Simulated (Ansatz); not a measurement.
# C3H8In (SMILES C[CH2][In+][CH3]) (charge +1): what the fields show

```xyz
12

C     1.3767    0.2153   -1.9699
C     0.7190   -1.1481   -1.7993
C    -2.0153   -1.3815    1.4447
In   -0.6564   -1.2693   -0.1692
H     0.6523    1.0155   -2.1800
H     1.9780    0.5115   -1.0982
H     2.0623    0.1706   -2.8310
H     1.4506   -1.9502   -1.6063
H     0.1309   -1.4483   -2.6824
H    -3.0368   -1.4594    1.0444
H    -1.7772   -2.2699    2.0479
H    -1.9180   -0.4728    2.0568
```

Geometry: PBE0-D3(BJ)/def2-SVP; core potentials replace the inner electrons of In.

Level of theory: isolated molecule in a Gaussian basis; Kohn-Sham density functional theory, functional PBE0 in Ansatz.

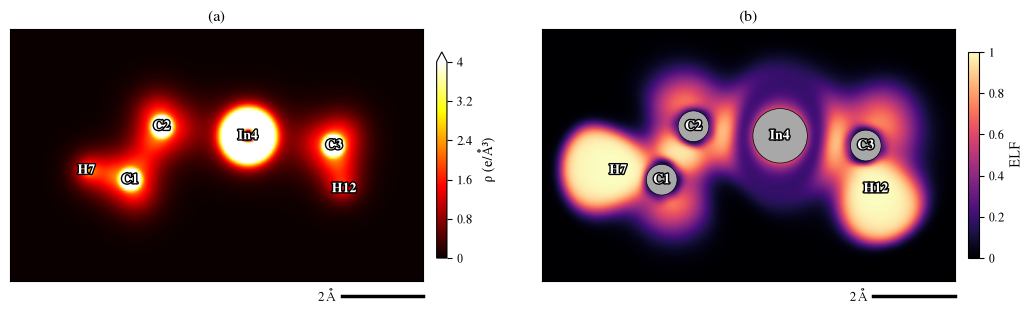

Figure 1. (a) electron density; (b) electron localisation function on the plane of atoms C2, C1 and H7. Grey discs cover the atomic cores in the ELF map.

Question: What do the fields say about this system?

Answer: The plane passes through C, In and H nuclei. C–C (1.52 Å): the density is about 1.6 e/Å³ at the midpoint; the ELF peaks at about 0.95 between the atoms, as expected for localised, covalent bonding. C–In (2.11 Å): the density is about 0.75 e/Å³ at the midpoint; the ELF peaks at about 0.85 in the valence shell of C, 0.7 Å from its nucleus, and drops to about 0.25 between the two atoms. C–H (1.10 Å): ρ is about 2 e/Å³ halfway; the ELF climbs to about 1 towards the hydrogen, as it does in any bond to H: a covalent bond by its length.

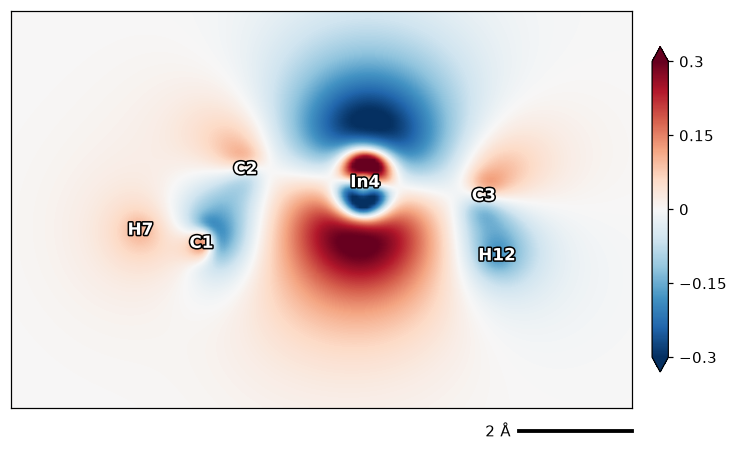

Figure 2. The LUMO on the plane of atoms C2, C1 and H7 (values in Å⁻³ᐟ²; the overall sign is arbitrary).

Question: Where does this orbital lie, and at what energy?

Answer: By Hirshfeld shares it lies mainly on In4 (about 80 %). Its energy is −6.37 eV.

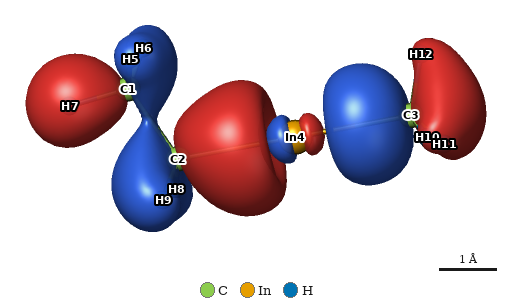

Figure 3. The HOMO at ±0.1 Å⁻³ᐟ² (red and blue are the two phases), seen across its widest extent.

Question: Where does this orbital lie, and at what energy?

Answer: By Hirshfeld shares it lies mainly on C2 (about 25 %), In4 (about 20 %), C3 (about 20 %), C1 (about 10 %) and H7 (about 5 %). Its energy is −12.58 eV.
